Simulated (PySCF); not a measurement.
**NMR shielding calculation of C6H11N3**

System: C6H11N3, SMILES CC(C)(C)c1cn[nH]n1.
Method: GIAO PBE0/pcSseg-1 NMR shielding, non-relativistic, gas phase (PySCF 2.14.0).

The geometry comes from this level: PBE0-D3(BJ)/def2-SVP. It belongs to a series of runs on one base structure; here: CF3 replaced by tBu. Figures and captions count atoms from 1; the log counts them from 0 in places.

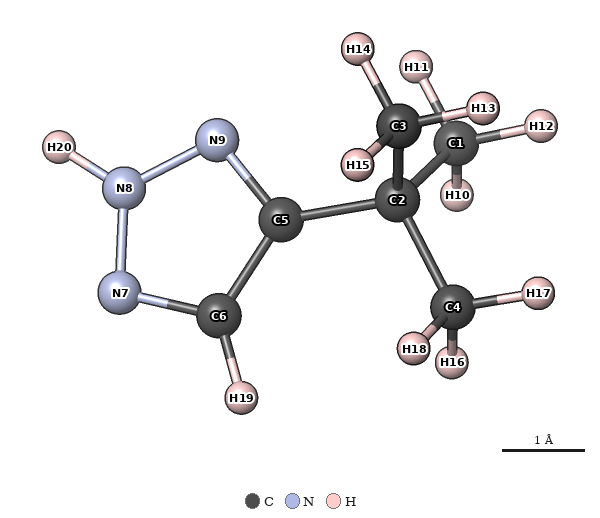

Fig. 1: The input geometry (ball-and-stick view, seen at a tilt; atoms are numbered from 1 in the order of the input).

Key numbers

- outcome: converged
- total energy: −398.980310 hartree
- HOMO: −7.59 eV
- LUMO: −0.07 eV
- dipole moment: 0.51 D
- isotropic shielding, C: 23.0 to 155.0 ppm
- isotropic shielding, N: −94.1 to 4.7 ppm
- isotropic shielding, H: 20.9 to 30.2 ppm
- hardware: 1 CPU thread, shared host
- wall time: 62 s
- peak memory: 0.97 GiB

Input file
```
{"job": {"kind": "nmr", "xc": "PBE0", "basis": "pcSseg-1"}, "charge": 0, "multiplicity": 1}
C     -1.667222    -0.578001     0.566821
C     -0.549933     0.307576     0.002968
C     -0.409317     1.569716     0.864285
C     -0.875844     0.699995    -1.438133
C      0.751640    -0.453898     0.044542
C      1.695921    -0.723478    -0.970126
N      2.697369    -1.424046    -0.446080
N      2.348323    -1.553091     0.810068
N      1.210742    -1.004099     1.168578
H     -1.792719    -1.488686    -0.039257
H     -1.434492    -0.886205     1.596317
H     -2.624507    -0.033485     0.571429
H     -1.352780     2.138436     0.872527
H     -0.153329     1.303816     1.900290
H      0.384583     2.226405     0.476149
H     -0.964263    -0.185751    -2.086409
H     -1.832839     1.242053    -1.476904
H     -0.102223     1.359751    -1.861723
H      1.689841    -0.455538    -2.023583
H      2.926925    -2.056283     1.472358
```

The first line tells a small driver script what to run in PySCF; the rest is the geometry in Å.

Run as:
```bash
OMP_NUM_THREADS=1 python <driver script> task.json out
```

Output
```
coarse grid: 16528 points
cycle   1  E = -398.8584287690  dE =  1.411e+00  |g| = 5.320e-01  |ddm| = 4.021e+00
cycle   2  E = -398.7946085335  dE =  6.382e-02  |g| = 7.748e-01  |ddm| = 1.127e+00
cycle   3  E = -398.9255305208  dE = -1.309e-01  |g| = 1.345e-01  |ddm| = 6.636e-01
cycle   4  E = -398.9288953904  dE = -3.365e-03  |g| = 5.459e-02  |ddm| = 1.435e-01
cycle   5  E = -398.9295591233  dE = -6.637e-04  |g| = 1.186e-02  |ddm| = 4.777e-02
cycle   6  E = -398.9295848085  dE = -2.569e-05  |g| = 4.128e-03  |ddm| = 1.127e-02
cycle   7  E = -398.9295884181  dE = -3.610e-06  |g| = 7.677e-04  |ddm| = 3.534e-03
final grid: 159320 points
cycle   8  E = -398.9802897092  dE = -6.125e-05  |g| = 8.931e-03  |ddm| = 5.972e-02
cycle   9  E = -398.9802850874  dE =  4.622e-06  |g| = 1.002e-02  |ddm| = 1.818e-02
cycle  10  E = -398.9803096150  dE = -2.453e-05  |g| = 1.177e-03  |ddm| = 9.198e-03
cycle  11  E = -398.9803098944  dE = -2.794e-07  |g| = 4.436e-04  |ddm| = 1.281e-03
cycle  12  E = -398.9803099329  dE = -3.859e-08  |g| = 1.541e-04  |ddm| = 4.814e-04
cycle  13  E = -398.9803099384  dE = -5.460e-09  |g| = 3.595e-05  |ddm| = 1.668e-04
cycle  14  E = -398.9803099387  dE = -2.580e-10  |g| = 1.266e-05  |ddm| = 3.926e-05
```

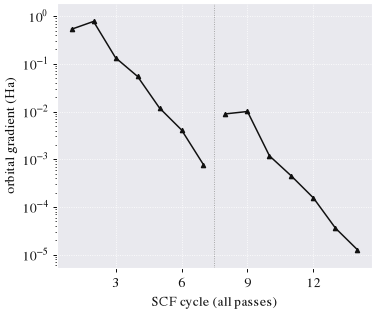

Fig. 2: Convergence of the self-consistent field: orbital gradient against the SCF cycle. The dotted line marks the change from a coarse to the final integration grid. The first 7 cycles use a coarse grid, the final grid takes over at cycle 8, and the field converges after 14 cycles in all.

```
converged SCF energy = -398.9803099387

GIAO shielding tensors (ppm)
atom      isotropic    diamagn.    paramagn.     s11        s22        s33       span
  0 C      151.868     246.507     -94.639    133.040    141.642    180.924     47.884
  1 C      152.959     239.483     -86.525    146.205    154.794    157.877     11.672
  2 C      150.256     246.458     -96.202    131.770    138.393    180.606     48.836
  3 C      155.008     247.683     -92.675    140.912    141.626    182.487     41.574
  4 C       22.960     252.752    -229.792    -36.247    -10.705    115.831    152.078
  5 C       50.660     249.737    -199.076    -33.201     52.724    132.459    165.660
  6 N      -94.057     329.844    -423.901   -333.451   -134.009    185.288    518.739
  7 N        4.689     326.581    -321.893   -121.332     51.563     83.835    205.167
  8 N      -88.365     325.505    -413.871   -323.909   -127.139    185.952    509.861
  9 H       30.171      30.312      -0.140     26.835     27.655     36.025      9.190
 10 H       29.209      30.508      -1.299     24.485     28.017     35.126     10.641
 11 H       30.213      30.548      -0.334     26.518     27.801     36.320      9.802
 12 H       30.156      30.509      -0.353     26.600     27.494     36.375      9.774
 13 H       29.485      30.479      -0.994     24.950     28.261     35.244     10.294
 14 H       30.192      30.301      -0.109     26.696     27.960     35.919      9.223
 15 H       29.841      30.918      -1.077     26.367     27.314     35.843      9.476
 16 H       30.108      30.481      -0.374     26.196     28.338     35.788      9.592
 17 H       29.737      31.027      -1.291     26.076     27.407     35.727      9.651
 18 H       23.824      30.973      -7.149     20.526     22.677     28.269      7.743
 19 H       20.852      31.371     -10.519     14.626     22.885     25.045     10.419
```

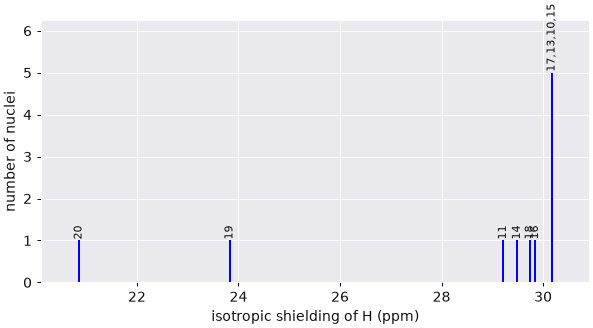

Fig. 3: Isotropic shieldings of the hydrogen nuclei in this fixed geometry, labelled by atom number; shielding grows to the right, so chemical shift grows to the left. The least shielded is H20 (20.9 ppm), the most shielded H12 (30.2 ppm).

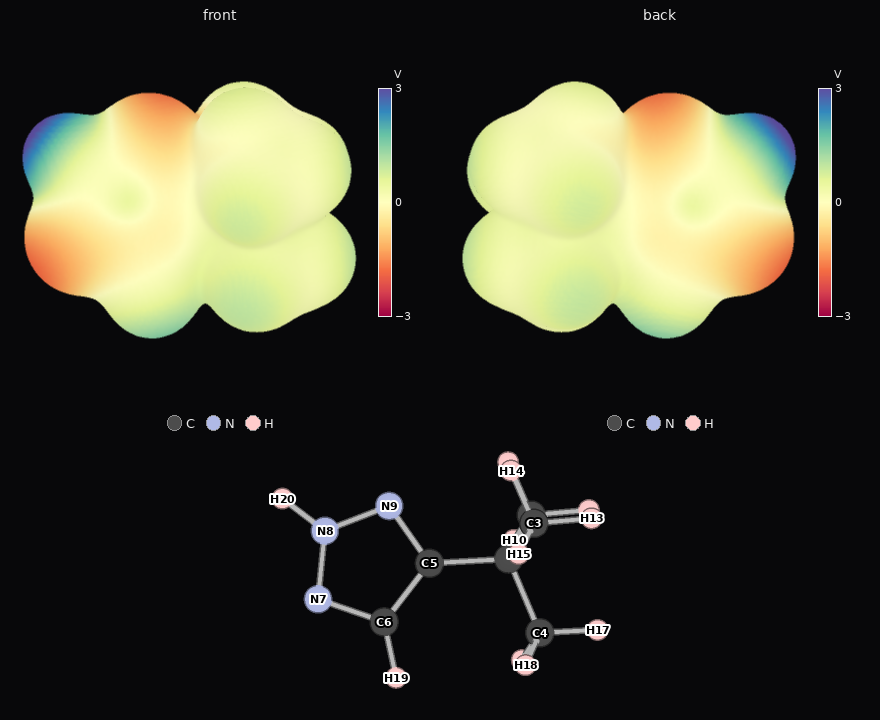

Fig. 4: The molecular electrostatic potential painted on the density surface at 0.004 e/bohr³, seen face on and from behind; red is negative and blue positive. The bare structure is drawn below in the same view. A positive charge is drawn to the negative regions and a negative charge to the positive ones. Its dipole moment is 0.51 D.

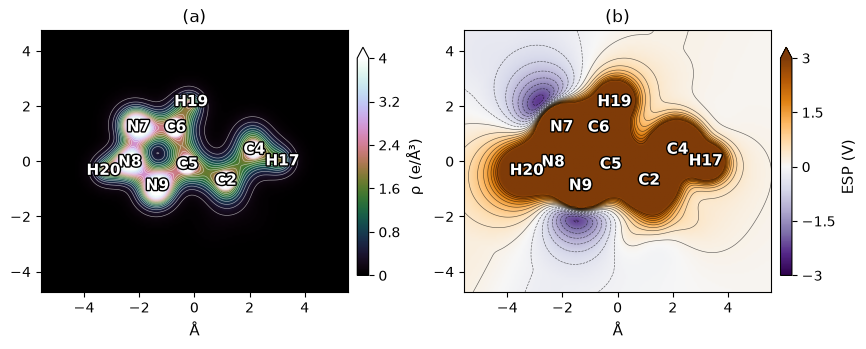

Fig. 5: (a) electron density; (b) molecular electrostatic potential on the plane of atoms N7, N8 and H20. N–N (1.31 Å): ρ is about 2.7 e/Å³ halfway. C–C (1.41 Å): ρ at the midpoint is about 2 e/Å³. N–H (1.01 Å): ρ at the midpoint is about 3 e/Å³, with its minimum of 2.3 e/Å³ about 0.8 Å from N. C–C (1.51 Å): ρ is about 1.7 e/Å³ halfway.
